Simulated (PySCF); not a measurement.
**Run report: C3H6O2Si, NMR shielding calculation**

System: C3H6O2Si, SMILES C1=CO[SiH2]OC1.
Method: GIAO PBE0/6-311+G(2d,p) NMR shielding, non-relativistic, gas phase (PySCF 2.14.0).

The geometry comes from this level: PBE0-D3(BJ)/def2-SVP. Figures and captions count atoms from 1; the log counts them from 0 in places.

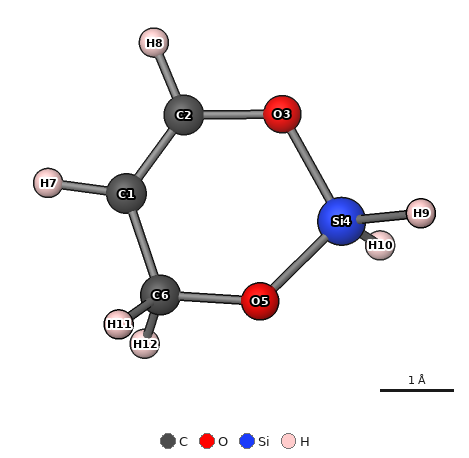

Figure 1. The input geometry (ball-and-stick view, seen at a tilt; atoms are numbered from 1 in the order of the input).

**Input file**
```
{"job": {"kind": "nmr", "xc": "PBE0", "basis": "6-311+G(2d,p)", "pop": true}, "charge": 0, "multiplicity": 1}
C     -1.793029    -0.549064    -0.120933
C     -1.616965     0.758195     0.114032
O     -0.437166     1.362089     0.403995
Si     0.981408     0.463393     0.285266
O      0.521328    -1.119759     0.411170
C     -0.718366    -1.593968    -0.070308
H     -2.805071    -0.889524    -0.352972
H     -2.453714     1.462953     0.088061
H      1.873542     0.807330     1.416946
H      1.616441     0.766538    -1.027164
H     -1.036128    -2.417360     0.593950
H     -0.579545    -2.047112    -1.072310
```

The first line tells a small driver script what to run in PySCF; the rest is the geometry in Å.

Hardware: 1 CPU thread, shared host.

Command:
```bash
OMP_NUM_THREADS=1 python <driver script> task.json out
```

**What the program printed**
```
coarse grid: 10776 points
cycle   1  E = -557.4413489369  dE =  9.059e-01  |g| = 8.545e-01  |ddm| = 3.298e+00
cycle   2  E = -557.2527663906  dE =  1.886e-01  |g| = 1.329e+00  |ddm| = 2.191e+00
cycle   3  E = -557.5656890701  dE = -3.129e-01  |g| = 1.244e-01  |ddm| = 1.551e+00
cycle   4  E = -557.5680251533  dE = -2.336e-03  |g| = 6.494e-02  |ddm| = 1.417e-01
cycle   5  E = -557.5689877067  dE = -9.626e-04  |g| = 2.016e-02  |ddm| = 6.122e-02
cycle   6  E = -557.5690756905  dE = -8.798e-05  |g| = 5.924e-03  |ddm| = 2.195e-02
cycle   7  E = -557.5690822702  dE = -6.580e-06  |g| = 1.481e-03  |ddm| = 6.127e-03
final grid: 100200 points
cycle   8  E = -557.5779360191  dE = -3.280e-05  |g| = 1.079e-02  |ddm| = 6.015e-02
cycle   9  E = -557.5779071908  dE =  2.883e-05  |g| = 1.646e-02  |ddm| = 1.845e-02
cycle  10  E = -557.5779551558  dE = -4.796e-05  |g| = 1.530e-03  |ddm| = 1.267e-02
cycle  11  E = -557.5779556601  dE = -5.043e-07  |g| = 4.355e-04  |ddm| = 1.444e-03
cycle  12  E = -557.5779556938  dE = -3.378e-08  |g| = 1.878e-04  |ddm| = 4.979e-04
cycle  13  E = -557.5779557016  dE = -7.774e-09  |g| = 2.805e-05  |ddm| = 1.838e-04
cycle  14  E = -557.5779557017  dE = -1.210e-10  |g| = 1.156e-05  |ddm| = 3.824e-05
```

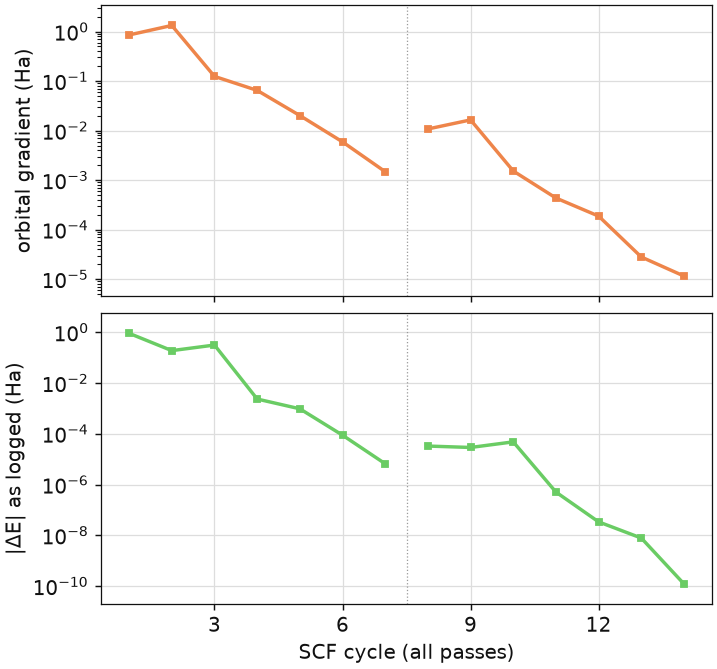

Figure 2. Convergence of the self-consistent field: orbital gradient and size of the energy change against the SCF cycle. The dotted line marks the change from a coarse to the final integration grid. The first 7 cycles use a coarse grid, the final grid takes over at cycle 8, and the field converges after 14 cycles in all.

```
converged SCF energy = -557.5779557017

GIAO shielding tensors (ppm)
atom      isotropic    diamagn.    paramagn.     s11        s22        s33       span
  0 C       78.441     248.550    -170.109    -19.772    105.631    149.463    169.235
  1 C       38.928     249.265    -210.337    -60.988     66.813    110.958    171.947
  2 O      222.161     406.345    -184.184    156.782    185.070    324.631    167.849
  3 Si     374.633     875.733    -501.100    330.330    388.875    404.695     74.365
  4 O      297.582     402.653    -105.071    239.863    308.061    344.823    104.960
  5 C      122.951     239.587    -116.636    102.325    109.333    157.196     54.871
  6 H       26.999      27.216      -0.217     25.665     27.241     28.091      2.426
  7 H       24.879      29.191      -4.313     21.904     25.472     27.260      5.356
  8 H       26.344      28.576      -2.231     23.512     23.793     31.727      8.215
  9 H       25.959      28.986      -3.027     23.240     23.654     30.983      7.743
 10 H       27.013      29.364      -2.351     22.877     26.479     31.684      8.807
 11 H       26.795      29.405      -2.610     22.659     26.189     31.537      8.879
```

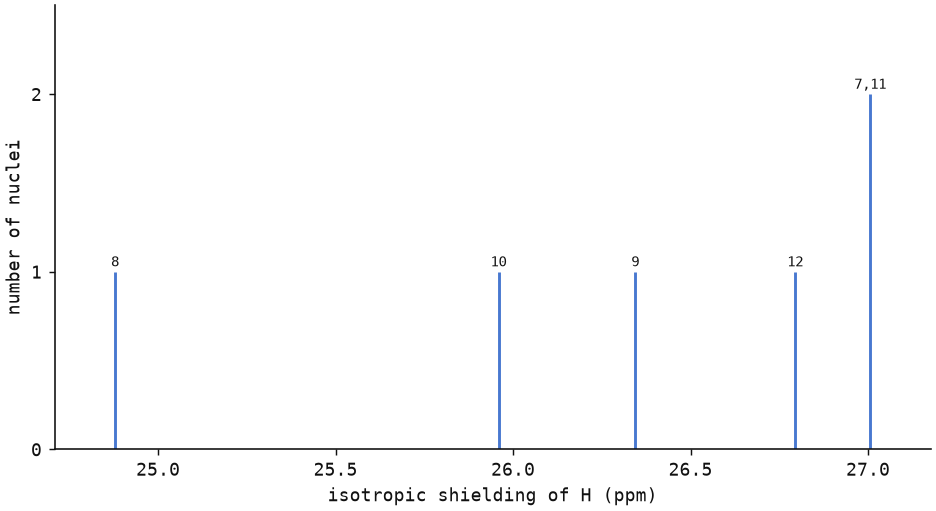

Figure 3. Isotropic shieldings of the hydrogen nuclei in this fixed geometry, labelled by atom number; shielding grows to the right, so chemical shift grows to the left. The least shielded is H8 (24.9 ppm), the most shielded H11 (27.0 ppm).

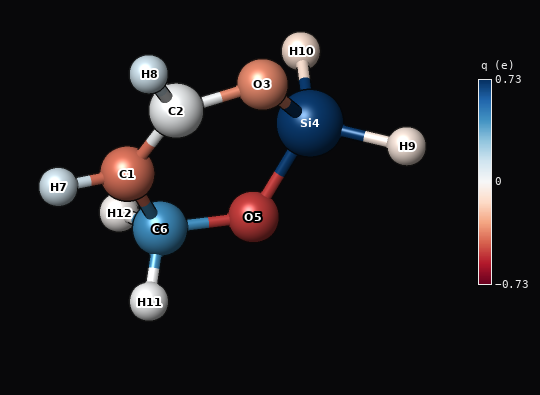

Figure 4. ESP-fitted charges, as the colour of each atom (ball-and-stick view, seen at a tilt; atoms are numbered from 1 in the order of the input). By element: C −0.39 to +0.45, O −0.50 to −0.35, Si +0.70 and H −0.11 to +0.14 e.

**Summary**

| quantity | value |
| --- | --- |
| outcome | converged |
| total energy | −557.577956 hartree |
| HOMO | −6.70 eV |
| LUMO | 0.07 eV |
| dipole moment | 1.03 D |
| isotropic shielding, C | 38.9 to 123.0 ppm |
| isotropic shielding, O | 222.2 to 297.6 ppm |
| isotropic shielding, Si | 374.6 ppm |
| isotropic shielding, H | 24.9 to 27.0 ppm |
| wall time | 33 s |
| peak memory | 0.95 GiB |
